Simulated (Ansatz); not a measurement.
**CH3ClFIn: density, localisation and related maps**

Input file:

```
crystal:
  periodic: [false, false, false]
  atoms:
    - { symbol: In, position_ang: [0.488769, 0.616549, 0.678857] }
    - { symbol: F, position_ang: [1.80747, -0.833541, 0.377622] }
    - { symbol: C, position_ang: [-0.781974, -0.377113, -0.668552] }
    - { symbol: H, position_ang: [-0.020322, -1.150313, -0.797866] }
    - { symbol: Cl, position_ang: [1.188012, 2.238532, 2.156514] }
    - { symbol: H, position_ang: [-1.707188, -0.724094, -0.176292] }
    - { symbol: H, position_ang: [-0.974867, 0.22988, -1.570283] }
magnetization:
  spin_polarized: true
basis:
  gaussian: { orbitals: def2-SVP }
hamiltonian:
  xc: lda
relax:
  f_tol: 0.03
  max_steps: 50
output:
  orbitals: {}
```

Launched as:

```sh
ansatz run input.yaml --threads 2 --pin off --max-ram 3072MiB --backend cpu --events-out ev --progress --plain --runs-dir out
```

The fields are those of the run's last geometry, not of the input's.

Core potentials replace the inner electrons of In.

These are results of UKS LDA/def2-SVP (Ansatz 0.2.0), not measurements.

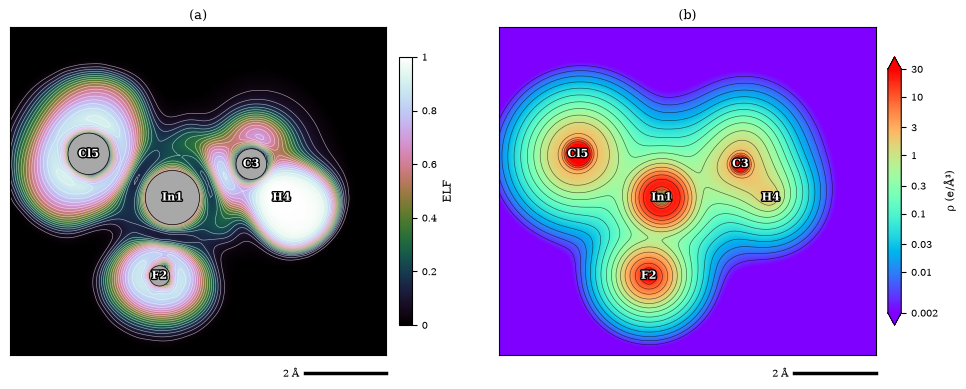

Figure 1. (a) ELF; (b) electron density on the plane of atoms C3, In1 and Cl5. Grey discs cover the atomic cores in the ELF map.

What do the fields say about this system?

Answer.
- Atoms in the plane: In, F, C, H and Cl.
- In–F (1.95 Å): ρ at the midpoint is about 0.73 e/Å³; the ELF peaks at about 0.80 in the valence shell of F, 0.5 Å from its nucleus, and drops to about 0.10 between the two atoms.
- C–In (2.11 Å): ρ at the midpoint is about 0.7 e/Å³; the ELF peaks at about 0.85 in the valence shell of C, 0.7 Å from its nucleus, and drops to about 0.20 between the two atoms.
- In–Cl (2.32 Å): ρ at the midpoint is about 0.53 e/Å³; the ELF peaks at about 0.80 in the valence shell of Cl, 0.8 Å from its nucleus, and drops to about 0.15 between the two atoms.
- C–H (1.11 Å): the density is about 1.9 e/Å³ at the midpoint; the ELF climbs to about 1 towards the hydrogen, as it does in any bond to H: an ordinary covalent bond to hydrogen.
- The ELF also peaks beside F2 and Cl5, away from the bonds: lone-pair regions.

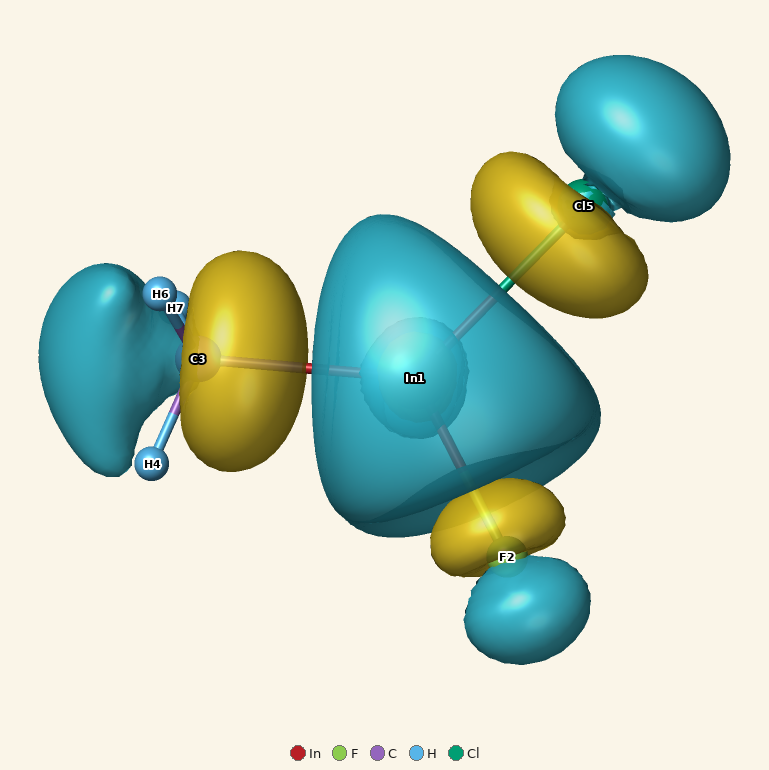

Figure 2. The LUMO at ±0.08 Å⁻³ᐟ² (yellow and cyan are the two phases), seen across its widest extent.

What is the character of this orbital?

Answer. It lies mainly on In1 (about 45 %), C3 (about 20 %), Cl5 (about 20 %) and F2 (about 10 %). Its energy is −2.55 eV.
